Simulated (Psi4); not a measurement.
# One shape, several levels: doublet SiNH4ClO+

We compute a comparison of 3 runs (USVWN5/6-31G*, UCCSD/6-31G*, UCCSD(T)/6-31G*) of doublet SiNH4ClO+. The job is set up through a Python script.

The results are computed with Psi4 1.11.

**1. The molecule**

SiNH4ClO+ has 8 atoms, charge +1, and is taken as a doublet. As SMILES of the parent species, `N[SiH](O)Cl`. The shape is that of a PBE0-D4/def2-TZVP optimisation. This is one conformer, not always the lowest. That shape belongs to the parent species and isn't relaxed for this state.

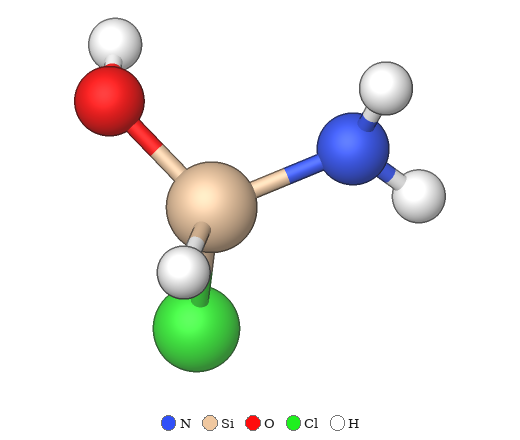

Viewed from a chosen angle; nitrogen blue, silicon light orange, oxygen red, chlorine green, hydrogen white.

**2. The energy at USVWN5/6-31G(d) (spherical functions) (run 1)**

The input, clh4nosi.py:

```python
import psi4

psi4.set_memory('2200 MB')
psi4.set_num_threads(1)
psi4.set_output_file('clh4nosi.out', False)

mol = psi4.geometry("""
1 2
N     -0.749800     0.885600    -0.289000
Si     0.524400    -0.226200    -0.115300
O      0.551300    -0.861300     1.386900
Cl     0.173100    -1.641600    -1.566900
H     -1.217200     0.998000    -1.172700
H     -0.806900     1.712400     0.283000
H      1.896700     0.277200    -0.308600
H     -0.279500    -1.201200     1.726700
symmetry c1
""")

psi4.set_options({
    'basis': '6-31G*',
    'reference': 'uks',
    'puream': True,
    'e_convergence': 1e-09,
    'd_convergence': 1e-08,
    'scf_type': 'pk',
    'dft_radial_points': 99,
    'dft_spherical_points': 590,
    'maxiter': 100,
})

e, wfn = psi4.energy('scf', dft_functional={"name": "SVWN5", "x_functionals": {"LDA_X": {}}, "c_functionals": {"LDA_C_VWN": {}}}, molecule=mol, return_wfn=True)
psi4.oeprop(wfn, 'WIBERG_LOWDIN_INDICES', 'MULLIKEN_CHARGES', 'LOWDIN_CHARGES', title='SCF')
print(f'total energy {e:.8f} hartree = {e * 27.211386:.5f} eV')
for k, v in sorted(psi4.core.scalar_variables().items()):
    print(f'{k:45s} {v:18.10f}')
```

Launch:

```bash
$ python clh4nosi.py
```

clh4nosi.out:

```text
[...]
  Running in c1 symmetry.
[...]
  Nuclear repulsion =  228.759091773363366
[...]
  Multiplicity = 2
[...]
  Nalpha       = 25
  Nbeta        = 24
[...]
    Number of basis functions: 72
[...]
   @UKS iter   1:  -877.57894308801076    6.67391e-01   1.48684e-02 DIIS/ADIIS
[...]
   @UKS iter  19:  -878.13471902515539   -4.32010e-12   4.33742e-09 DIIS
[...]
   @S^2 Observed:                7.518152109E-01
[...]
    Orbital Energies [Eh]
    ---------------------
    Alpha Occupied:
       1A   -100.511339     2A    -65.396440     3A    -18.858581
       4A    -14.156315     5A     -9.356334     6A     -7.214908
       7A     -7.209273     8A     -7.205403     9A     -5.303694
      10A     -3.746306    11A     -3.745229    12A     -3.742766
      13A     -1.155079    14A     -1.068985    15A     -0.975148
      16A     -0.759978    17A     -0.732426    18A     -0.695497
      19A     -0.616187    20A     -0.593771    21A     -0.543568
      22A     -0.534467    23A     -0.524368    24A     -0.506516
      25A     -0.498157
    Alpha Virtual:
[...]
  @UKS Final Energy:  -878.13471902515539
   => Energetics <=
    Nuclear Repulsion Energy =            228.7590917733633660
    One-Electron Energy =               -1660.8320352234673010
    Two-Electron Energy =                 616.2022251578423493
    DFT Exchange-Correlation Energy =     -62.2640007328936349
    Empirical Dispersion Energy =           0.0000000000000000
    VV10 Nonlocal Energy =                  0.0000000000000000
    Total Energy =                       -878.1347190251553911
[...]
 Multipole Moments:
 ------------------------------------------------------------------------------------
     Multipole            Electronic (a.u.)      Nuclear  (a.u.)        Total (a.u.)
 ------------------------------------------------------------------------------------
 L = 1.  Multiply by 2.5417464519 to convert [e a0] to [Debye]
 Dipole X            :          0.0493518           -1.0728176           -1.0234658
 Dipole Y            :         -3.2516453            5.0317101            1.7800648
 Dipole Z            :         -2.6778521            3.0944870            0.4166349
 Magnitude           :                                                    2.0951606
[...]
  Mulliken Charges: (a.u.)
   Center  Symbol    Alpha    Beta     Spin     Total
       1     N     4.09664  3.54476  0.55188 -0.64141
       2    SI     6.67735  6.68758 -0.01023  0.63507
       3     O     4.33165  4.18381  0.14784 -0.51545
       4    CL     8.60033  8.37605  0.22428  0.02363
       5     H     0.26983  0.28385 -0.01402  0.44632
       6     H     0.26788  0.28266 -0.01478  0.44945
       7     H     0.50478  0.38705  0.11774  0.10817
       8     H     0.25154  0.25424 -0.00270  0.49422
   Total alpha = 25.00000, Total beta = 24.00000, Total charge =  1.00000
[...]
```

Standard output:

```text
total energy -878.13471903 hartree = -23895.26280 eV
CURRENT ENERGY                                   -878.1347190252
CURRENT REFERENCE ENERGY                         -878.1347190252
DD SOLVATION ENERGY                                 0.0000000000
DFT FUNCTIONAL TOTAL ENERGY                      -878.1347190252
DFT TOTAL ENERGY                                 -878.1347190252
DFT VV10 ENERGY                                     0.0000000000
DFT XC ENERGY                                     -62.2640007329
GRID ELECTRONS ALPHA                               25.0000000337
GRID ELECTRONS BETA                                23.9999999781
GRID ELECTRONS TOTAL                               49.0000000118
NUCLEAR REPULSION ENERGY                          228.7590917734
ONE-ELECTRON ENERGY                             -1660.8320352235
PCM POLARIZATION ENERGY                             0.0000000000
PE ENERGY                                           0.0000000000
SCF ITERATION ENERGY                             -878.1347190252
SCF ITERATIONS                                     19.0000000000
SCF TOTAL ENERGY                                 -878.1347190252
TWO-ELECTRON ENERGY                               616.2022251578
XC GRID RADIAL POINTS                              99.0000000000
XC GRID SPHERICAL POINTS                          590.0000000000
XC GRID TOTAL POINTS                           442358.0000000000
```

Wall time 21 s (1 thread of AMD EPYC 7R43 (Zen 3), shared host); peak memory 0.48 GiB.

**3. The energy at UCCSD/6-31G(d) (spherical functions) (run 2)**

The input, clh4nosi.xyz:

```xyz
8
ClH4NOSi
N     -0.749800     0.885600    -0.289000
Si     0.524400    -0.226200    -0.115300
O      0.551300    -0.861300     1.386900
Cl     0.173100    -1.641600    -1.566900
H     -1.217200     0.998000    -1.172700
H     -0.806900     1.712400     0.283000
H      1.896700     0.277200    -0.308600
H     -0.279500    -1.201200     1.726700
```

The input, job.py:

```python
import psi4

psi4.set_memory(2200000000)
psi4.set_num_threads(1)
psi4.set_output_file('output.dat', False)

with open('clh4nosi.xyz') as f:
    atoms = ''.join(f.readlines()[2:])
m = psi4.geometry('1 2\n' + atoms + 'symmetry c1\nno_reorient\nno_com')

options = {'basis': '6-31G*', 'reference': 'uhf', 'puream': True, 'e_convergence': 1e-09, 'd_convergence': 1e-08, 'scf_type': 'pk', 'num_frozen_docc': 12, 'maxiter': 100}
psi4.set_options(options)

E = psi4.energy('ccsd', molecule=m)
print('E =', round(E, 9))
```

Launch:

```bash
$ python job.py
```

output.dat:

```text
[...]
  Running in c1 symmetry.
[...]
  Nuclear repulsion =  228.759091773363366
[...]
  Multiplicity = 2
[...]
  Nalpha       = 25
  Nbeta        = 24
[...]
    Number of basis functions: 72
[...]
   @UHF iter   1:  -879.63372052703380   -1.62162e-01   6.73673e-03 ADIIS/DIIS
[...]
   @UHF iter  18:  -879.82095645393747   -4.54747e-12   7.73840e-09 DIIS
[...]
   @S^2 Observed:                7.597699907E-01
[...]
    Orbital Energies [Eh]
    ---------------------
    Alpha Occupied:
       1A   -104.988699     2A    -69.065793     3A    -20.773521
       4A    -15.976583     5A    -10.729993     6A     -8.197978
       7A     -8.195351     8A     -8.195243     9A     -6.420341
      10A     -4.528066    11A     -4.526411    12A     -4.525002
      13A     -1.585137    14A     -1.549265    15A     -1.279624
      16A     -1.057380    17A     -1.047207    18A     -0.940068
      19A     -0.923726    20A     -0.794552    21A     -0.764078
      22A     -0.738352    23A     -0.691990    24A     -0.644867
      25A     -0.639500
    Alpha Virtual:
[...]
  @UHF Final Energy:  -879.82095645393747
   => Energetics <=
    Nuclear Repulsion Energy =            228.7590917733633660
    One-Electron Energy =               -1660.7515149726273194
    Two-Electron Energy =                 552.1714667453265974
    Total Energy =                       -879.8209564539374696
  UHF NO Occupations:
  HONO-2 :   23  A 1.9990000
  HONO-1 :   24  A 1.9975140
[...]
 Multipole Moments:
 ------------------------------------------------------------------------------------
     Multipole            Electronic (a.u.)      Nuclear  (a.u.)        Total (a.u.)
 ------------------------------------------------------------------------------------
 L = 1.  Multiply by 2.5417464519 to convert [e a0] to [Debye]
 Dipole X            :        -18.5370902           17.0816124           -1.4554778
 Dipole Y            :         58.4457293          -56.6517216            1.7940077
 Dipole Z            :         34.9560899          -35.2450930           -0.2890031
 Magnitude           :                                                    2.3281757
[...]
      * MP2 total energy                      = -880.328821358697155
[...]
      * CCSD total energy                     = -880.372032528331829
```

The script printed:

```text
E = -880.372032528
```

It took 39 s on 1 thread of AMD EPYC 7R43 (Zen 3), shared host; peak memory 0.37 GiB.

**4. A single-point energy at UCCSD(T)/6-31G(d) (spherical functions) (run 3)**

The input, calc.py:

```python
import psi4

psi4.set_memory(2200000000)
psi4.set_num_threads(1)
psi4.core.set_output_file('clh4nosi.out', False)

molecule = psi4.geometry("""
1 2
N     -0.749800     0.885600    -0.289000
Si     0.524400    -0.226200    -0.115300
O      0.551300    -0.861300     1.386900
Cl     0.173100    -1.641600    -1.566900
H     -1.217200     0.998000    -1.172700
H     -0.806900     1.712400     0.283000
H      1.896700     0.277200    -0.308600
H     -0.279500    -1.201200     1.726700
units angstrom
symmetry c1
""")

psi4.set_options({
    'basis': '6-31G*',
    'reference': 'uhf',
    'puream': True,
    'e_convergence': 1e-09,
    'd_convergence': 1e-08,
    'scf_type': 'pk',
    'num_frozen_docc': 12,
    'maxiter': 100,
})

E, wfn = psi4.energy('ccsd(t)', return_wfn=True)
print(f'total energy {E:.8f} hartree = {E * 27.211386:.5f} eV')
for k, v in sorted(psi4.core.scalar_variables().items()):
    print(f'{k:45s} {v:18.10f}')
```

Launch:

```bash
$ python calc.py
```

clh4nosi.out:

```text
[...]
  Running in c1 symmetry.
[...]
  Nuclear repulsion =  228.759091773363366
[...]
  Multiplicity = 2
[...]
  Nalpha       = 25
  Nbeta        = 24
[...]
    Number of basis functions: 72
[...]
   @UHF iter   1:  -879.63372052703517   -1.62162e-01   6.73673e-03 ADIIS/DIIS
[...]
   @UHF iter  18:  -879.82095645393758   -3.86535e-12   7.73840e-09 DIIS
[...]
   @S^2 Observed:                7.597699907E-01
[...]
    Orbital Energies [Eh]
    ---------------------
    Alpha Occupied:
       1A   -104.988699     2A    -69.065793     3A    -20.773521
       4A    -15.976583     5A    -10.729993     6A     -8.197978
       7A     -8.195351     8A     -8.195243     9A     -6.420341
      10A     -4.528066    11A     -4.526411    12A     -4.525002
      13A     -1.585137    14A     -1.549265    15A     -1.279624
      16A     -1.057380    17A     -1.047207    18A     -0.940068
      19A     -0.923726    20A     -0.794552    21A     -0.764078
      22A     -0.738352    23A     -0.691990    24A     -0.644867
      25A     -0.639500
    Alpha Virtual:
[...]
  @UHF Final Energy:  -879.82095645393758
   => Energetics <=
    Nuclear Repulsion Energy =            228.7590917733633660
    One-Electron Energy =               -1660.7515149726273194
    Two-Electron Energy =                 552.1714667453264838
    Total Energy =                       -879.8209564539375833
  UHF NO Occupations:
  HONO-2 :   23  A 1.9990000
  HONO-1 :   24  A 1.9975140
[...]
 Multipole Moments:
 ------------------------------------------------------------------------------------
     Multipole            Electronic (a.u.)      Nuclear  (a.u.)        Total (a.u.)
 ------------------------------------------------------------------------------------
 L = 1.  Multiply by 2.5417464519 to convert [e a0] to [Debye]
 Dipole X            :         -0.7457488           -1.0728176           -1.8185664
 Dipole Y            :         -2.0040338            5.0317101            3.0276764
 Dipole Z            :         -2.6166985            3.0944870            0.4777885
 Magnitude           :                                                    3.5640272
[...]
      * MP2 total energy                      = -880.328821358698747
[...]
      * CCSD total energy                     = -880.372032528333420
[...]
      * CCSD(T) total energy                     = -880.383828115378037
```

Run time: 60 s. Hardware: 1 thread of AMD EPYC 7R43 (Zen 3), shared host; peak memory 0.37 GiB.

**5. All runs side by side**

```tsv
run	level	frozen core orbitals	integration grid	energy (Eh)	HOMO energy (eV)	LUMO energy (eV)	⟨S²⟩	wall time
1	USVWN5/6-31G* (spherical functions)	0	99 radial × 590 angular	-878.134719	-13.42	-13.28	0.752	21 s
2	UCCSD/6-31G* (spherical functions)	12	–	-880.372033	-17.34	-7.36	0.760	39 s
3	UCCSD(T)/6-31G* (spherical functions)	12	–	-880.383828	-17.34	-7.36	0.760	60 s
```

**6. Results**

| quantity | value |
| --- | --- |
| run 3: total energy | -880.38383 Eh |
| run 3: HOMO energy (Hartree–Fock orbitals) (highest over α and β) | -17.34 eV |
| run 3: LUMO energy (Hartree–Fock orbitals) (lowest over α and β) | -7.36 eV |
| run 3: correlation energy (12 core orbitals frozen) | -562.9 mEh |
| run 3: (T) correction | -11.80 mEh |
| run 3: ⟨S²⟩ of the reference determinant | 0.760 |
| run 3: T1 diagnostic | 0.031 |

All runs together took 2 min, the longest 60 s.
